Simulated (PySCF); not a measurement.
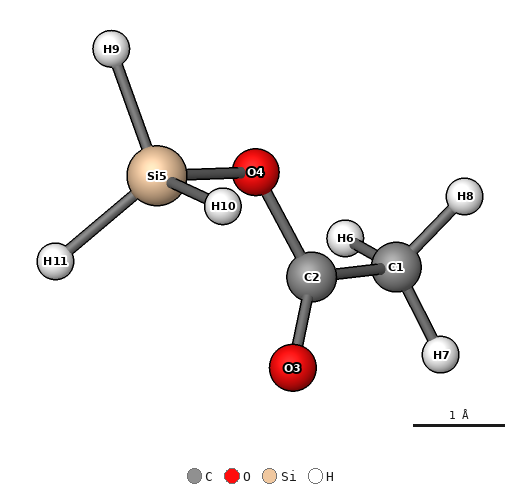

Fig. 1: The structure (ball-and-stick view, seen at a tilt; atoms are numbered from 1 in the order of the input). Bond lengths as drawn: C–C 1.50 Å, C–H 1.10 Å, C–O 1.21 to 1.34 Å, H–Si 1.49 Å and O–Si 1.72 Å.

**Excited-state calculation of C₂H₆O₂Si**

- system: C₂H₆O₂Si, SMILES CC(=O)O[SiH3]
- method: TDDFT PBE0/def2-SVPD, vertical, gas phase, core orbitals frozen in the response (PySCF 2.14.0)

The geometry comes from this level: PBE0-D3(BJ)/def2-SVP.

Output:
```
coarse grid: 9688 points
cycle   1  E = -518.9596179146  dE =  5.495e-01  |g| = 8.734e-01  |ddm| = 4.199e+00
cycle   2  E = -518.6583054521  dE =  3.013e-01  |g| = 1.534e+00  |ddm| = 3.553e+00
cycle   3  E = -519.0969938709  dE = -4.387e-01  |g| = 2.325e-01  |ddm| = 2.608e+00
cycle   4  E = -519.1067321003  dE = -9.738e-03  |g| = 7.599e-02  |ddm| = 2.837e-01
cycle   5  E = -519.1077082963  dE = -9.762e-04  |g| = 2.095e-02  |ddm| = 9.508e-02
cycle   6  E = -519.1078104029  dE = -1.021e-04  |g| = 2.804e-03  |ddm| = 2.882e-02
cycle   7  E = -519.1078120603  dE = -1.657e-06  |g| = 5.709e-04  |ddm| = 4.587e-03
final grid: 88992 points
cycle   8  E = -519.1858866077  dE = -6.423e-06  |g| = 1.054e-02  |ddm| = 8.240e-02
cycle   9  E = -519.1858490417  dE =  3.757e-05  |g| = 1.763e-02  |ddm| = 2.921e-02
cycle  10  E = -519.1859070886  dE = -5.805e-05  |g| = 1.932e-03  |ddm| = 2.023e-02
cycle  11  E = -519.1859078004  dE = -7.118e-07  |g| = 2.949e-04  |ddm| = 2.106e-03
cycle  12  E = -519.1859078168  dE = -1.649e-08  |g| = 7.236e-05  |ddm| = 4.138e-04
cycle  13  E = -519.1859078180  dE = -1.202e-09  |g| = 1.353e-05  |ddm| = 1.372e-04
cycle  14  E = -519.1859078181  dE = -4.752e-11  |g| = 1.920e-06  |ddm| = 2.779e-05
```

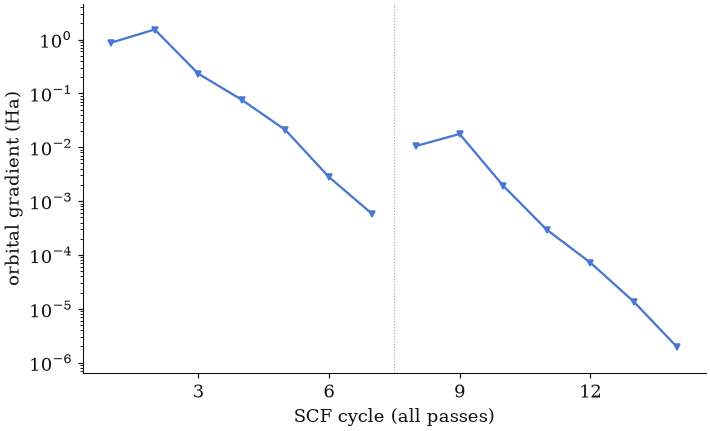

Fig. 2: Convergence of the self-consistent field: orbital gradient against the SCF cycle. The dotted line marks the change from a coarse to the final integration grid. The first 7 cycles use a coarse grid, the final grid takes over at cycle 8, and the field converges after 14 cycles in all.

```
converged SCF energy = -519.1859078181

Static polarisability (au): isotropic 58.139, principal 48.697 56.988 68.733

Singlet excitations
state   eV       nm        f      main configurations
  1   5.8610    211.5   0.00067   H->L 0.98
  2   7.2219    171.7   0.03358   H->L+1 0.94
  3   7.8703    157.5   0.00190   H-1->L+1 0.95
  4   7.8937    157.1   0.03222   H->L+2 0.56, H-1->L 0.37
  5   8.1070    152.9   0.00150   H-2->L 0.74, H-4->L 0.20
  6   8.1255    152.6   0.06675   H-1->L 0.46, H->L+2 0.39
  7   8.2527    150.2   0.03339   H-2->L+1 0.91
  8   8.4531    146.7   0.00875   H->L+3 0.91
  9   8.7363    141.9   0.02401   H-1->L+2 0.73, H-3->L+1 0.17
 10   8.8096    140.7   0.02389   H-4->L 0.33, H->L+5 0.33, H-3->L 0.13

Triplet excitations (Tamm-Dancoff, eV): 5.3168 6.1832 7.0575 7.4598
Vertical ionisation energy (delta-SCF) = 10.5672 eV
```

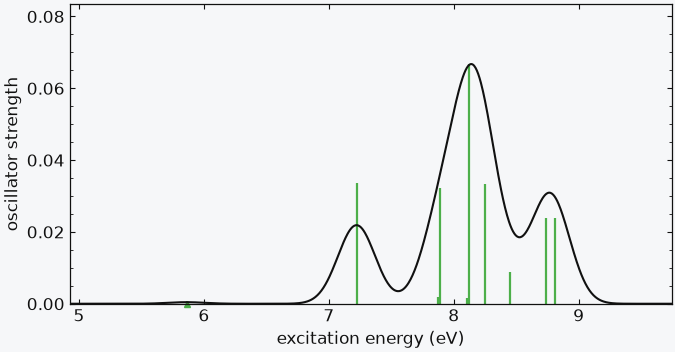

Fig. 3: Computed excitations as sticks (degenerate states added up, dark ones marked on the axis), with a Gaussian envelope of 0.35 eV full width at half maximum, scaled to the tallest. Of the 10 states the lowest lies at 5.86 eV (f = 0.001); the strongest line is at 8.13 eV, or 153 nm (f = 0.067).

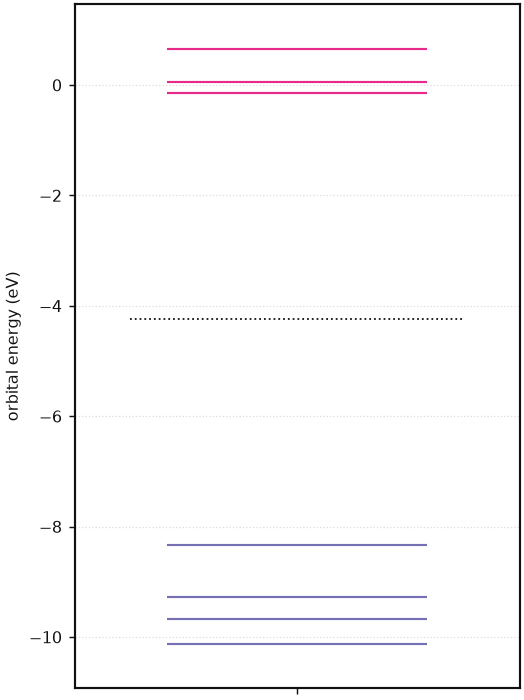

Fig. 4: Orbital energies near the frontier; the dotted line parts filled from empty levels, and levels within 0.02 eV of each other stand side by side. Highest filled −8.34 eV, lowest empty −0.14 eV, 8.20 eV apart.

This output came from the following input.

Input:
```
{"job": {"kind": "uv", "xc": "PBE0", "basis": "def2-SVPD", "ip": true}, "charge": 0, "multiplicity": 1}
C     -1.928463     0.076194     0.522405
C     -0.575241     0.153653    -0.112783
O     -0.346982     0.528632    -1.236133
O      0.410134    -0.246513     0.702133
Si     1.999249    -0.184299     0.048143
H     -2.134802    -0.962078     0.821074
H     -2.692683     0.428057    -0.178909
H     -1.941439     0.683200     1.439299
H      2.834625    -0.680788     1.173693
H      2.366928     1.215260    -0.291695
H      2.117585    -1.091478    -1.123347
```

The first line tells a small driver script what to run in PySCF; the rest is the geometry in Å.

Launch command:
```bash
OMP_NUM_THREADS=1 python <driver script> task.json out
```

Results in brief:

| quantity | value |
| --- | --- |
| outcome | converged |
| total energy | −519.185908 hartree |
| HOMO | −8.34 eV |
| LUMO | −0.14 eV |
| dipole moment | 1.76 D |
| mean polarisability | 58.14 a.u. |
| vertical ionisation energy | 10.57 eV |
| lowest singlet excitation | 5.86 eV |
| hardware | 1 CPU thread, shared host |
| wall time | 56 s |
| peak memory | 0.69 GiB |
